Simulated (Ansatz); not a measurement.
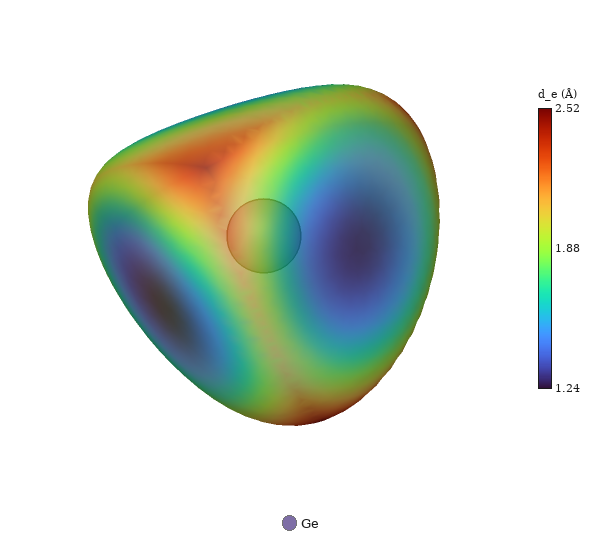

Hirshfeld surface computed for one Ge atom in Ge (Fd-3m, No. 227), coloured by d_e.

The surface is where the fragment's share of the procrystal density (the sum of the densities of spherically averaged neutral Hartree-Fock atoms) equals one half. d_i and d_e are the distances from the surface to the nearest nucleus inside and outside.

The cell is taken from coordinates from a relaxation with DFT, PBEsol, plane waves, PAW in Ansatz 0.2.0; the starting structure was generated, so it need not be a known form of this composition.

```cif
data_structure
_symmetry_space_group_name_H-M 'P 1'
_symmetry_Int_Tables_number 1
_cell_length_a 5.6746
_cell_length_b 5.6746
_cell_length_c 5.6746
_cell_angle_alpha 90.000
_cell_angle_beta 90.000
_cell_angle_gamma 90.000
_cell_volume 182.73
loop_
_atom_site_label
_atom_site_type_symbol
_atom_site_fract_x
_atom_site_fract_y
_atom_site_fract_z
_atom_site_occupancy
Ge1 Ge 0.00000 0.00000 0.50000 1
Ge2 Ge 0.25000 0.75000 0.25000 1
Ge3 Ge 0.00000 0.50000 0.00000 1
Ge4 Ge 0.25000 0.25000 0.75000 1
Ge5 Ge 0.50000 0.00000 0.00000 1
Ge6 Ge 0.75000 0.75000 0.75000 1
Ge7 Ge 0.50000 0.50000 0.50000 1
Ge8 Ge 0.75000 0.25000 0.25000 1
```

**What is the shortest distance from the fragment to an atom outside it?**

Ge–Ge, 2.46 Å.

**How is the surface shared among contacts (nearest atom inside ··· nearest atom outside)?**

Ge···Ge 100 %. The surface faces 4 neighbours with more than 2 % of its area each: 4 Ge.

**Give the size and shape of the surface.**

It encloses about 15.5 Å³, has an area of about 32 Å² and a globularity of 0.95 (1 for a sphere).
